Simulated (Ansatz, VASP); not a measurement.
**Cross-check of C between VASP and Ansatz**

One calculation is typed for both programs; each brings its own data sets. How far apart do they land? The cell is taken from a series of VASP runs on this material, whose earlier steps may have relaxed, scaled or displaced it; both programs get it as it stands. Valence electrons are named where the data sets of a main pair hold unlike numbers.

Calculated with Ansatz 0.2.0; plane waves, with VASP 6.6.1 beside it; band structure at PBE0 and band structure at r2SCAN-EpsX with an exact-exchange share of 0.172.

### Step 1. Starting point

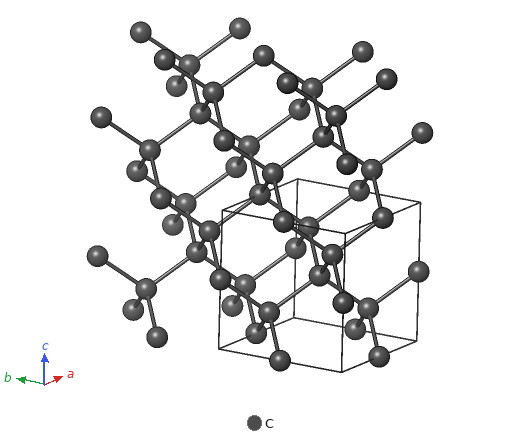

The starting structure, seen from a free direction (carbon dark grey). 1×2×2 cells are drawn. This picture shows the conventional cell, with its axes. Some periodic images of atoms are drawn too.

Structure file:

```cif
data_structure
_symmetry_space_group_name_H-M 'Fd-3m:1'
_symmetry_Int_Tables_number 227
_cell_length_a 3.5716
_cell_length_b 3.5716
_cell_length_c 3.5716
_cell_angle_alpha 90.000
_cell_angle_beta 90.000
_cell_angle_gamma 90.000
_cell_volume 45.56
loop_
_atom_site_label
_atom_site_type_symbol
_atom_site_symmetry_multiplicity
_atom_site_Wyckoff_symbol
_atom_site_fract_x
_atom_site_fract_y
_atom_site_fract_z
_atom_site_occupancy
C1 C 8 b 0.00000 0.00000 0.50000 1
```

### Step 2. Ansatz: band structure, PBE0

Ansatz runs on its default PAW (the set named soft_2) files.

Levels along a path test the potential and the projectors away from the mesh points.

File input.yaml:

```yaml
crystal:
  lattice:
    - [0.0, 1.785811, 1.785811]
    - [1.785811, 0.0, 1.785811]
    - [1.785811, 1.785811, 0.0]
  atoms:
    - { symbol: C, position: [0.0, 0.0, 0.0] }
    - { symbol: C, position: [0.25, 0.25, 0.25] }
hamiltonian:
  xc: pbe0
  pseudopotentials: { kind: paw }
kpoints:
  mp_grid: { grid: [7, 7, 7] }
  band_path:
    path:
      - [0.0, 0.0, 0.0]
      - [0.38889, 0.0, 0.38889]
      - [0.5, 0.0, 0.5]
      - [0.5, 0.22222, 0.72222]
      - [0.40278, 0.34722, 0.75]
      - [0.125, 0.125, 0.25]
      - [0.27778, 0.27778, 0.27778]
      - [0.55556, 0.38889, 0.55556]
      - [0.58333, 0.25, 0.66667]
      - [0.5, 0.30556, 0.69444]
      - [0.48611, 0.48611, 0.52778]
      - [0.625, 0.25, 0.625]
      - [0.5, 0.0, 0.5]
    npoints: 1
scf:
  occupations: { method: gaussian, width: 0.03 }
  n_extra_bands: 7
output:
  forces: true
  stress: true
  eigenvalues: true
  write_density: true
  write_potential: true
  elf: true
  volumetric_format: npy
```

Command:

```console
> ansatz run input.yaml --threads 4 --pin off --max-ram 9216MiB --backend cpu --events-out ev --progress --plain --runs-dir out
```

Numbers of over 12 decimals in the logs are rounded to 6 here.

Output:

```text
Warning: output.stress: scf.convergence.dr2_threshold = 1e-7 eV (the SCF's general default) is looser than the 2e-10 eV advised for a printed stress (1e-10 eV for each atom of the cell: 2). What an SCF threshold leaves in a stress goes as its square root, and in the free energy as the threshold itself, and one threshold admits the most on a small cell: [figures from the program's tests cut] Set scf.convergence.dr2_threshold to 2e-10 eV or tighter. The threshold is an SCF's pass mark: one that does not reach it within its budget of iterations ends unconverged, or closes short of it on a stop that the run arms, and scf.convergence.dr2_threshold's page says what that costs each kind of run
Warning: output.stress: scf.exx.energy_threshold = 1e-6 eV is looser than the 2e-8 eV advised for a stress under a hybrid functional (1e-8 eV for each atom of the cell: 2). Every SCF of the exchange loop can meet its threshold on dr2 while the loop round them stops early: no threshold on dr2 bounds what that leaves in the stress. Set scf.exx.energy_threshold to 2e-8 eV or tighter. The threshold is the loop's pass mark: a loop that does not reach it within its budget of cycles ends unconverged, and scf.exx.energy_threshold's page has the law
scf.n_extra_bands = 7 over 4 filled bands (N_el = 8.0): the run solves 11 bands
Engine: ansatz 0.2.0, aarch64-unknown-linux-gnu
Pseudopotentials: kind: paw
Pseudopotential: C, paw, valence charge 4, recommended cutoff 420 eV (normal), C.paw.azcp
Functional definition: PBE0
  parameter a = 0.25
  parameter kappa = 0.804
  parameter beta = 0.066725
  exchange = (1 - a)*pbe_x(kappa = kappa, mu = beta*pi^2/3) + a*exact_x
  correlation = pbe_c(beta = beta)
Crystal: 2 atoms, lattice volume = 11.390 Å³
Basis set: ecut = 420 eV, 229 PW (Γ), exchange–correlation on 36×36×36 points (8 copies of the dense FFT grid, shifted against one another)
Bands: 11, of which v1, the nominal top of the filled ones, is band 4 counted from 1 (3 counted from 0)
Symmetry: 48 space group operations
Space group: Fd-3m (ITA 227), of the structure as read, at distance tolerance 2.2e-5 Å
k-points: 20 of 343
Non-local potential: C, projectors of the file, l = 0: 2, l = 1: 2, l = 2: 1
PAW form: soft (Blöchl's): semilocal exchange-correlation on the pseudo side does not see the compensation charge
PAW frozen core: C, regenerated for the run's functional, and the local potential with it (the file was generated under x = pbe(κ = 0.804, μ = 0.219515), c = pbe(β = 0.066725))
PAW one-centre angular grid: C, 110 points (default); XC on 64 Gauss nodes
Initial density: superposition of atomic densities (neutral atoms: chi_scale 0, normalization atom), corrected by the library's trained network
Initial wavefunctions: pseudopotential atomic-orbital guess
Functional: x = pbe(κ = 0.804, μ = 0.219515), c = pbe(β = 0.066725), warm-up for x = 0.75 pbe(κ = 0.804, μ = 0.219515) + 0.25 exact, c = pbe(β = 0.066725)
SCF iter   1: F=—  HF=-501.612008 eV  |F-HF|=—  |Δ(HF+E_count)|=         —  Δρ=1.76e-3  dr2=1.08e-4  ethr=1.77e-3  ⟨swp⟩=2.0  Hψ=1404  notcnv=0
preconditioner: auto → none  [insulator: Δε(μ)=4.269 eV  Ē_g=24.930 eV  σ=0.030 eV  W_gap=1.00  n_scr=0 (ndim 8)  ℏωp=31.1 eV  f_vac=0.000  D(μ)=0.00/eV (n_scr^D=0)]
SCF iter   2: F=-501.612182 eV  HF=-501.612136 eV  |F-HF|=4.62e-5  |Δ(HF+E_count)|=   1.28e-4  Δρ=8.55e-4  dr2=2.15e-5  ethr=1.35e-6  ⟨swp⟩=2.2  Hψ=312  notcnv=0  defer=4
SCF 1 stopped early in 2 iterations: F = -501.612182 eV  dr2 = 2.15e-5
  greatest PAW one-centre occupation: 0.643 electrons in one spin orbital (limit 2), on the C atom at site 1 (counted from 0), in its partial waves of l = 0
Initial density: handed on by an earlier stage of this run
Initial wavefunctions: those handed on with the density
Functional: x = 0.75 pbe(κ = 0.804, μ = 0.219515) + 0.25 exact, c = pbe(β = 0.066725)
Frozen-core exchange: fock
SCF iter   1: F=—  HF=-501.869416 eV  |F-HF|=—  |Δ(HF+E_count)|=         —  Δρ=9.78e-3  dr2=4.39e-3  ethr=2.69e-6  ⟨swp⟩=5.2  Hψ=962  notcnv=0
preconditioner: auto → none  [insulator: Δε(μ)=6.083 eV  Ē_g=28.425 eV  σ=0.030 eV  W_gap=1.00  n_scr=0 (ndim 8)  ℏωp=31.1 eV  f_vac=0.000  D(μ)=0.00/eV (n_scr^D=0)]
SCF iter   2: F=—  HF=-501.867724 eV  |F-HF|=—  |Δ(HF+E_count)|=   1.69e-3  Δρ=4.18e-3  dr2=8.00e-4  ethr=2.69e-6  ⟨swp⟩=3.0  Hψ=498  notcnv=0
SCF iter   3: F=—  HF=-501.869894 eV  |F-HF|=—  |Δ(HF+E_count)|=   2.17e-3  Δρ=9.53e-4  dr2=3.28e-5  ethr=2.69e-6  ⟨swp⟩=3.0  Hψ=365  notcnv=0
iter 4 solved again at ethr=1.26e-8 eV; its pass at ethr=3.61e-7 eV (dr2=1.01e-6 eV) is discarded
SCF iter   4: F=—  HF=-501.869883 eV  |F-HF|=—  |Δ(HF+E_count)|=   1.10e-5  Δρ=1.66e-4  dr2=4.45e-6  ethr=1.26e-8  ⟨swp⟩=2.1  Hψ=701  notcnv=0
SCF iter   5: F=-501.869907 eV  HF=-501.869907 eV  |F-HF|=3.26e-7  |Δ(HF+E_count)|=   2.42e-5  Δρ=9.26e-5  dr2=6.96e-7  ethr=1.24e-8  ⟨swp⟩=3.0  Hψ=382  notcnv=0
SCF 2 stopped early in 5 iterations: F = -501.869907 eV  dr2 = 6.96e-7
  greatest PAW one-centre occupation: 0.646 electrons in one spin orbital (limit 2), on the C atom at site 1 (counted from 0), in its partial waves of l = 0
hybrid outer 1: dexx = +2.606e-3 eV, tail = 1.19e-5 eV
Frozen-core exchange: fock
SCF iter   1: F=—  HF=-501.869961 eV  |F-HF|=—  |Δ(HF+E_count)|=         —  Δρ=8.22e-5  dr2=3.14e-7  ethr=7.46e-7  ⟨swp⟩=3.3  Hψ=497  notcnv=0
preconditioner: auto → none  [insulator: Δε(μ)=6.154 eV  Ē_g=28.434 eV  σ=0.030 eV  W_gap=1.00  n_scr=0 (ndim 8)  ℏωp=31.1 eV  f_vac=0.000  D(μ)=0.00/eV (n_scr^D=0)]
SCF iter   2: F=—  HF=-501.869960 eV  |F-HF|=—  |Δ(HF+E_count)|=   9.23e-8  Δρ=1.51e-5  dr2=1.91e-8  ethr=3.68e-9  ⟨swp⟩=3.0  Hψ=346  notcnv=0
SCF iter   3: F=-501.869961 eV  HF=-501.869961 eV  |F-HF|=2.80e-9  |Δ(HF+E_count)|=   1.06e-7  Δρ=8.17e-6  dr2=4.40e-9  ethr=4.95e-11  ⟨swp⟩=3.5  Hψ=509  notcnv=0
SCF 3 converged in 3 iterations: F = -501.869961 eV  dr2 = 4.40e-9
  Residual-converged pass: ⟨swp⟩=2.0  Hψ=298  notcnv=0  max |occ|·‖R‖ = 2.4e-6 eV (tolerance 2.4e-6 eV)  dr2=4.38e-9  dr2_onsite=1.86e-10  max |Δocc| = 0.0e0
hybrid outer 2: dexx = +2.087e-7 eV, tail = 1.50e-8 eV, Δε = 2.95e-3 eV (about 1.09e-4 eV left of the loop's levels)
NSCF: frozen V_eff on 13 k-points
hybrid SCF converged: 2 outer / 8 inner (+2 warm-up), last move |dexx| = 2.09e-7 eV, tail = 1.50e-8 eV
Stability not checked: this state was not tested for a lower state beside it, because the functional holds exact exchange (a hybrid, or Hartree-Fock), whose exchange loop this test does not read (fock_operator; see scf.lower_state_search)
Free energy (F): -501.869961 eV
Frozen-core exchange: fock
Harris-Foulkes:  -501.869961 eV  (|F-HF|=2.80e-9)
Internal energy: -501.869961 eV  (E = F + TS)
E sigma→0 (E₀):  -501.869961 eV
Fermi energy:    15.332751 eV
--- Per-component energies (eV) ---
  E_band       = 19.147709
  E_kinetic    = 183.783532
  E_local      = -121.000455  (includes V_loc(G=0)·N_el)
  E_nonlocal   = 52.165425
  E_hartree    = 26.539075
  E_xc         = -75.565093
  E_vxc        = -93.690183  (∫ρ·V_xc dr)
  E_exx        = -21.592569  (= α·E_x^exact, valence–valence)
  E_paw        = -198.679765  (= ΣΔE_a)
  E_vpaw       = -12.004047  (= ΣTr[D̂ρ^β])
  E_aug_tail   = 0.000018  (compensation charges beyond the density's cutoff)
  E_ewald      = -347.485740
  E_core_change = -0.034390  (= ΣΔE_core)
  E_smearing   = -0.000000  (= −TS)
  E_closure    = 0.000000  (closes the sum)
  Σ components = -501.869961   (vs F -501.869961, Δ=0.00e0)
--- Forces (eV/Å), atoms counted from 1 ---
  atom   1  C     -0.00000000     0.00000000    -0.00000000
  atom   2  C     -0.00000000    -0.00000000     0.00000000
  max |Σ_I F_I| component: 1.11e-16 eV/Å
--- Stress (GPa, compression-positive) ---
      -10.049891       0.000000      -0.000000
       -0.000000     -10.049891       0.000000
        0.000000      -0.000000     -10.049891
  P = ⅓ Tr σ = -10.0499 GPa (-100.499 kbar)
--- Band table (eV; the first three rows and the last of 20) ---
  k-point 0: bands = [-11.2743, 12.2560, 12.2560, 12.2560, 19.9502, 19.9502, 19.9502, 28.1497, ... 3 higher]
  k-point 1: bands = [-10.6661, 9.0113, 11.3851, 11.3851, 21.1006, 21.1006, 21.5184, 28.6839, ... 3 higher]
  k-point 2: bands = [-8.8665, 3.6794, 10.0488, 10.0488, 22.6146, 22.6146, 22.8045, 29.8888, ... 3 higher]
  k-point 19: bands = [-2.1526, -0.3017, 2.3124, 5.0708, 22.5503, 26.4372, 27.7503, 28.5712, ... 3 higher]
```

Run time: 9.2 s. Hardware: 4 threads of Arm Neoverse V1, shared host; peak memory 0.44 GiB.

In the SCF lines HF is the Harris–Foulkes energy and dr2 the Hartree energy of the density residual, in eV; the loop may stop once dr2 is under the threshold and the program's other checks hold. Hψ counts applications of the Hamiltonian.

### Step 3. VASP: band structure, PBE0

The same cell, functional, mesh and smearing now go to VASP, with its own data sets.

Lines of VASP's logs that name or quote its potential files are left out, and so is its time.

The run reads the wave functions of an earlier VASP run, which isn't shown here.

File INCAR:

```
SYSTEM = C
PREC = Accurate
ENCUT = 460
EDIFF = 1E-06
NELM = 100
ISMEAR = 0
SIGMA = 0.03
LREAL = .FALSE.
ALGO = Normal
LHFCALC = .TRUE.
AEXX = 0.25
GGA = PE
LASPH = .TRUE.
NBANDS = 10
PRECFOCK = Fast
HFRCUT = -1
LORBIT = 11
LWAVE = .FALSE.
LCHARG = .FALSE.
KPAR = 4
```

File POSCAR:

```
C
1.0
    0.0000000000      1.7858110000      1.7858110000
    1.7858110000      0.0000000000      1.7858110000
    1.7858110000      1.7858110000      0.0000000000
C
2
Direct
    0.0000000000      0.0000000000      0.0000000000
    0.2500000000      0.2500000000      0.2500000000
```

File KPOINTS:

```
Automatic mesh
0
Gamma
7 7 7
0 0 0
```

File KPOINTS_OPT:

```
Line mode
10
Line-mode
Reciprocal
  0.00000000   0.00000000   0.00000000 GAMMA
  0.50000000   0.00000000   0.50000000 X

  0.50000000   0.00000000   0.50000000 X
  0.50000000   0.25000000   0.75000000 W

  0.50000000   0.25000000   0.75000000 W
  0.37500000   0.37500000   0.75000000 K

  0.37500000   0.37500000   0.75000000 K
  0.00000000   0.00000000   0.00000000 GAMMA

  0.00000000   0.00000000   0.00000000 GAMMA
  0.50000000   0.50000000   0.50000000 L

  0.50000000   0.50000000   0.50000000 L
  0.62500000   0.25000000   0.62500000 U

  0.62500000   0.25000000   0.62500000 U
  0.50000000   0.25000000   0.75000000 W

  0.50000000   0.25000000   0.75000000 W
  0.50000000   0.50000000   0.50000000 L

  0.50000000   0.50000000   0.50000000 L
  0.37500000   0.37500000   0.75000000 K

  0.62500000   0.25000000   0.62500000 U
  0.50000000   0.00000000   0.50000000 X
```

PAW data sets: C (PBE family, release 64).

Command:

```console
> mpirun -np 4 vasp_std
```

Output:

```text
[banner, memory and clock lines left out]
running    4 mpi-ranks, on    1 nodes
 distrk:  each k-point on    1 cores,    4 groups
 distr:  one band on    1 cores,    1 groups

 POSCAR found type information on POSCAR C
 POSCAR found :  1 types and       2 ions
 LDA part: xc-table for (Slater+PW92), standard interpolation
 found WAVECAR, reading the header
 POSCAR, INCAR and KPOINTS ok, starting setup
 FFT: planning ... GRIDC
 FFT: planning ... GRID_SOFT
 FFT: planning ... GRID
 HFRCUT set to (new)   9.770437
 reading WAVECAR
 the WAVECAR file was read successfully
 initial charge from wavefunction
 entering main loop
       N       E                     dE             d eps       ncg     rms          rms(c)
DAV:   1    -0.221185508331E+02   -0.22119E+02   -0.63693E-01   412   0.723E+00    0.104E+00
DAV:   2    -0.221222742787E+02   -0.37234E-02   -0.72967E-03   442   0.667E-01    0.671E-01
DAV:   3    -0.221215878829E+02    0.68640E-03   -0.36689E-04   426   0.163E-01    0.374E-01
DAV:   4    -0.221213517926E+02    0.23609E-03   -0.83015E-05   416   0.858E-02    0.209E-01
DAV:   5    -0.221212771495E+02    0.74643E-04   -0.23339E-05   424   0.467E-02    0.117E-01
DAV:   6    -0.221212539040E+02    0.23245E-04   -0.71568E-06   444   0.263E-02    0.660E-02
DAV:   7    -0.221212469204E+02    0.69836E-05   -0.23273E-06   416   0.151E-02    0.373E-02
DAV:   8    -0.221212449949E+02    0.19254E-05   -0.77367E-07   212   0.881E-03    0.213E-02
DAV:   9    -0.221212445808E+02    0.41414E-06   -0.30443E-07   212   0.573E-03
   1 F= -.22121245E+02 E0= -.22121245E+02  d E =-.129309E-36
 Start KPOINTS_OPT (optional k-point list driver)
k-point batch [1-20\100]
       N       E                     dE             ncg
DAV:   1     0.258733702135E+03   -0.60061E+04      424
DAV:   2    -0.141917342517E+03   -0.40065E+03      556
DAV:   3    -0.155223564313E+03   -0.13306E+02      456
DAV:   4    -0.155312887769E+03   -0.89323E-01      438
DAV:   5    -0.155313097110E+03   -0.20934E-03      442
DAV:   6    -0.155313097434E+03   -0.32413E-06      442
[...]
k-point batch [81-100\100]
       N       E                     dE             ncg
DAV:   1     0.998975435155E+02   -0.81640E+04      416
DAV:   2    -0.271799391453E+03   -0.37170E+03      514
DAV:   3    -0.281334899969E+03   -0.95355E+01      490
DAV:   4    -0.281402421500E+03   -0.67522E-01      512
DAV:   5    -0.281402517426E+03   -0.95926E-04      472
DAV:   6    -0.281402517551E+03   -0.12492E-06      474
```

From OUTCAR (step 3):

```text
ion  position               nearest neighbor table
   1  0.000  0.000  0.000-   2 1.55   2 1.55   2 1.55   2 1.55
   2  0.250  0.250  0.250-   1 1.55   1 1.55   1 1.55   1 1.55

  LATTYP: Found a face centered cubic cell.
 ALAT       =     3.5716220000

 Subroutine GETGRP returns: Found 48 space group operations
 (whereof 24 operations were pure point group operations)

The static configuration has the point symmetry T_d .
 The point group associated with its full space group is O_h .

 Found     20 irreducible k-points:

   k-points           NKPTS =     20   k-points in BZ     NKDIM =    343   number of bands    NBANDS=     10

   dimension x,y,z NGX =    18 NGY =   18 NGZ =   18
   dimension x,y,z NGXF=    36 NGYF=   36 NGZF=   36

   ENCUT  =  460.0 eV  33.81 Ry    5.81 a.u.   4.42  4.42  4.42*2*pi/ulx,y,z

   NELECT =       8.0000    total number of electrons

 k-points in reciprocal lattice and weights: Automatic mesh
   0.00000000  0.00000000  0.00000000       0.003
   0.14285714  0.00000000  0.00000000       0.023
   0.28571429  0.00000000  0.00000000       0.023
   0.42857143  0.00000000  0.00000000       0.023
   0.14285714  0.14285714  0.00000000       0.017
   0.28571429  0.14285714  0.00000000       0.070
   0.42857143  0.14285714  0.00000000       0.070
  -0.42857143  0.14285714  0.00000000       0.070
  -0.28571429  0.14285714  0.00000000       0.070
[...]
-0.42857143  0.42857143  0.14285714       0.070
  -0.28571429  0.42857143  0.14285714       0.070

  exchange ACFDT corr.  =         0.00000000  see jH, gK, PRB 81, 115126

 average (electrostatic) potential at core
       1 -41.2841       2 -41.2841

 E-fermi :   8.9456

 k-point     1 :       0.0000    0.0000    0.0000
  band No.  band energies     occupation
      1     -14.8541      2.00000
      2       8.6838      2.00000
      3       8.6838      2.00000
      4       8.6838      2.00000
      5      16.3759      0.00000
      6      16.3759      0.00000
      7      16.3759      0.00000
      8      24.6247      0.00000
      9      30.2591      0.00000
    ...

 k-point     2 :       0.1429    0.0000    0.0000
  band No.  band energies     occupation
      1     -14.2420      2.00000
      2       5.4434      2.00000
      3       7.8137      2.00000
      4       7.8137      2.00000
      5      17.5253      0.00000
      6      17.5253      0.00000
      7      17.9481      0.00000
      8      25.1535      0.00000
      9      31.1700      0.00000
    ...

 k-point     3 :       0.2857    0.0000    0.0000
  band No.  band energies     occupation
      1     -12.4427      2.00000
      2       0.1052      2.00000
      3       6.4793      2.00000
      4       6.4793      2.00000
      5      19.0398      0.00000
      6      19.0398      0.00000
      7      19.2449      0.00000
      8      26.3538      0.00000
      9      31.9919      0.00000
    ...

  energy-cutoff  :      460.00
  volume of cell :       11.39
      direct lattice vectors                 reciprocal lattice vectors
     0.000000000  1.785811000  1.785811000    -0.279984836  0.279984836  0.279984836
     1.785811000  0.000000000  1.785811000     0.279984836 -0.279984836  0.279984836
     1.785811000  1.785811000  0.000000000     0.279984836  0.279984836 -0.279984836

 POSITION                                       TOTAL-FORCE (eV/Angst)
 -----------------------------------------------------------------------------------
      0.00000      0.00000      0.00000         0.000000      0.000000     -0.000000
      0.89291      0.89291      0.89291        -0.000000     -0.000000      0.000000
 -----------------------------------------------------------------------------------
    total drift:                                0.000000     -0.000000      0.000000

  FREE ENERGIE OF THE ION-ELECTRON SYSTEM (eV)
  ---------------------------------------------------
  free  energy   TOTEN  =       -22.1212445808 eV

  energy  without entropy=      -22.1212445808  energy(sigma->0) =      -22.12124458

 total charge
# of ion       s       p       d       tot
------------------------------------------
    1        0.834   1.739   0.000   2.573
    2        0.834   1.739   0.000   2.573
--------------------------------------------------
tot          1.668   3.478   0.000   5.146

[... 3 further parts left out ...]
```

(Continued in part 2 of 2.)

[Lines on the potential files, build, host, timing and source positions are cut from VASP's logs without a mark.]

[Logs are printed without paths, hosts, clocks, repeated set-up lines and the standing remarks that a program may print on its own settings, such as how far it seeks lower states.]

[Hosts, paths, dates, database ids (printed as entryN), source tags and the programs' standing remarks are cut or masked in the printed files.]
